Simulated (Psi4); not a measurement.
# GeClF (SMILES [F][Ge][Cl]): wB97X-V/def2-TZVP

Aim: the vertical ionisation energy of GeClF at wB97X-V/def2-TZVP, from 2 runs. 

Program for the calculation: Psi4 1.11.

2 further runs of the same task are left out: 2 set aside as unsound or not needed. Runs told in other sessions of the task aren't counted.

## (1) The system as given

GeClF has 3 atoms, charge 0, and is taken as a singlet. SMILES: `[F][Ge][Cl]`. Geometry: relaxed at PBE0-D4/def2-TZVP.

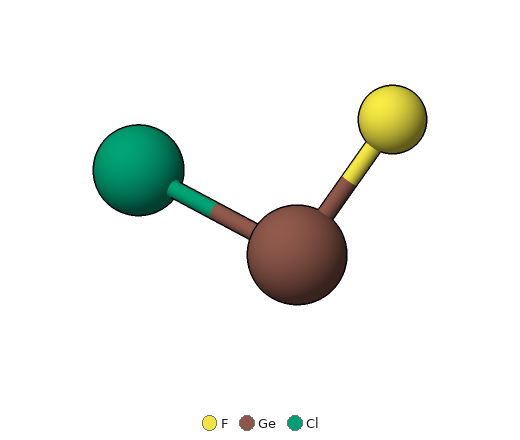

Viewed from a chosen angle; fluorine yellow, germanium brown, chlorine teal.

## (2) The energy at wB97X-V/def2-TZVP

File job.py:

```python
import psi4

psi4.set_memory(2200000000)
psi4.set_num_threads(1)
psi4.core.set_output_file('psi4.out', False)

molecule = psi4.geometry("""
0 1
F      0.20862576     2.68095445     0.38966153
Ge    -1.44148309     0.06727425    -0.77535463
Cl     1.21244828    -2.87068296     0.36093769
units au
symmetry c1
""")

options = {'basis': 'def2-TZVP', 'puream': True, 'e_convergence': 1e-09, 'd_convergence': 1e-08, 'scf_type': 'pk', 'dft_radial_points': 99, 'dft_spherical_points': 590}
psi4.set_options(options)

e_tot = psi4.energy('wb97x-v', molecule=molecule)
print('E =', round(e_tot, 9))
```

Started as:

```console
python job.py
```

psi4.out:

```text
[...]
  Running in c1 symmetry.
[...]
  Nuclear repulsion =  246.377351970160703
[...]
  Multiplicity = 1
[...]
  Nalpha       = 29
  Nbeta        = 29
[...]
    Number of basis functions: 116
[...]
   @RKS iter   1: -2635.57955219460428   -2.60178e+00   2.51822e-02 DIIS/ADIIS
[...]
   @RKS iter  13: -2636.89288190469370   -8.18545e-12   4.67214e-09 DIIS
[...]
    Orbital Energies [Eh]
    ---------------------
    Doubly Occupied:
       1A   -398.635868     2A   -101.509778     3A    -49.879194
       4A    -44.392815     5A    -44.390729     6A    -44.389635
       7A    -24.741008     8A     -9.550829     9A     -7.302049
      10A     -7.299136    11A     -7.297651    12A     -6.384955
      13A     -4.561486    14A     -4.555615    15A     -4.551796
      16A     -1.396105    17A     -1.385581    18A     -1.385236
      19A     -1.382438    20A     -1.377754    21A     -1.275795
      22A     -0.946790    23A     -0.657289    24A     -0.543337
      25A     -0.536183    26A     -0.523001    27A     -0.441931
      28A     -0.434964    29A     -0.392033
[...]
  @RKS Final Energy: -2636.89288190469370
   => Energetics <=
    Nuclear Repulsion Energy =            246.3773519701607029
    One-Electron Energy =               -4160.5897074193617300
    Two-Electron Energy =                1367.7611509369444320
    DFT Exchange-Correlation Energy =     -90.6844762172951420
    Empirical Dispersion Energy =           0.0000000000000000
    VV10 Nonlocal Energy =                  0.2427988248580079
    Total Energy =                      -2636.8928819046936951
[...]
 Multipole Moments:
 ------------------------------------------------------------------------------------
     Multipole            Electronic (a.u.)      Nuclear  (a.u.)        Total (a.u.)
 ------------------------------------------------------------------------------------
 L = 1.  Multiply by 2.5417464519 to convert [e a0] to [Debye]
 Dipole X            :         -4.9539867            4.0496531           -0.9043336
 Dipole Y            :          2.3079724           -2.3583850           -0.0504126
 Dipole Z            :          0.0000000           -0.0000000            0.0000000
 Magnitude           :                                                    0.9057377
[...]
```

On the terminal:

```text
E = -2636.892881905
```

It took 45 s on 1 thread of Intel Xeon Platinum 8259CL at 2.50GHz (Skylake/Cascade Lake), shared host; peak memory 0.9 GiB.

## (3) The doublet cation

File job.inp:

```
memory 2200 MB

molecule molecule1 {
  1 2
  F      0.110400     1.418700     0.206200
  Ge    -0.762800     0.035600    -0.410300
  Cl     0.641600    -1.519100     0.191000
  symmetry c1
}

set basis def2-TZVP
set reference uks
set puream true
set e_convergence 1e-09
set d_convergence 1e-08
set scf_type pk
set dft_radial_points 99
set dft_spherical_points 590
set maxiter 100

E, wfn = energy('wb97x-v', return_wfn=True)
```

Started as:

```console
psi4 -n 1 job.inp job.out
```

job.out:

```text
[...]
  Running in c1 symmetry.
[...]
  Nuclear repulsion =  246.377351934708940
[...]
  Multiplicity = 2
[...]
  Nalpha       = 29
  Nbeta        = 28
[...]
    Number of basis functions: 116
[...]
   @UKS iter   1: -2635.09624627002995   -2.11848e+00   2.52467e-02 DIIS/ADIIS
[...]
   @UKS iter  20: -2636.49137420269381   -7.27596e-12   5.47486e-09 DIIS
[...]
   @S^2 Observed:                7.631898541E-01
[...]
    Orbital Energies [Eh]
    ---------------------
    Alpha Occupied:
       1A   -398.945507     2A   -101.800170     3A    -50.186107
       4A    -44.700076     5A    -44.698078     6A    -44.696786
       7A    -25.006491     8A     -9.836813     9A     -7.595958
      10A     -7.582514    11A     -7.581807    12A     -6.691818
      13A     -4.868683    14A     -4.862257    15A     -4.858802
      16A     -1.697532    17A     -1.692026    18A     -1.691650
      19A     -1.689178    20A     -1.684512    21A     -1.535602
      22A     -1.221735    23A     -0.927315    24A     -0.806349
      25A     -0.782489    26A     -0.782419    27A     -0.697422
      28A     -0.693399    29A     -0.683993
    Alpha Virtual:
[...]
  @UKS Final Energy: -2636.49137420269381
   => Energetics <=
    Nuclear Repulsion Energy =            246.3773519347089405
    One-Electron Energy =               -4143.9956770065728051
    Two-Electron Energy =                1351.3976692618925881
    DFT Exchange-Correlation Energy =     -90.5110191346856539
    Empirical Dispersion Energy =           0.0000000000000000
    VV10 Nonlocal Energy =                  0.2403007419633648
    Total Energy =                      -2636.4913742026938053
  UHF NO Occupations:
  HONO-2 :   27  A 1.9991797
  HONO-1 :   28  A 1.9945444
[...]
 Multipole Moments:
 ------------------------------------------------------------------------------------
     Multipole            Electronic (a.u.)      Nuclear  (a.u.)        Total (a.u.)
 ------------------------------------------------------------------------------------
 L = 1.  Multiply by 2.5417464519 to convert [e a0] to [Debye]
 Dipole X            :         -5.1532961            4.0496531           -1.1036430
 Dipole Y            :          1.9690648           -2.3583850           -0.3893202
 Dipole Z            :         -0.0000000            0.0000000           -0.0000000
 Magnitude           :                                                    1.1702983
[...]
```

It took 75 s on 1 thread of Intel Xeon Platinum 8259CL at 2.50GHz (Skylake/Cascade Lake), shared host; peak memory 0.9 GiB.

## (4) Outcome

Level: wB97X-V/def2-TZVP.

| quantity | value |
| --- | --- |
| singlet GeClF: total energy | -2636.89288 Eh |
| singlet GeClF: dipole moment | 2.30 D |
| singlet GeClF: HOMO energy | -10.67 eV |
| singlet GeClF: LUMO energy | -0.76 eV |
| singlet GeClF: HOMO–LUMO gap | 9.91 eV |
| doublet cation: total energy | -2636.49137 Eh |
| doublet cation: HOMO energy (highest over α and β) | -18.53 eV |
| doublet cation: LUMO energy (lowest over α and β) | -11.20 eV |
| doublet cation: ⟨S²⟩ | 0.763 |
| vertical ionisation energy (to the doublet cation) | 10.926 eV |

What this shows: The vertical ionisation energy comes to 10.93 eV (252 kcal/mol). −ε(HOMO) before ionisation, 10.67 eV, is 0.26 eV below this ionisation energy.
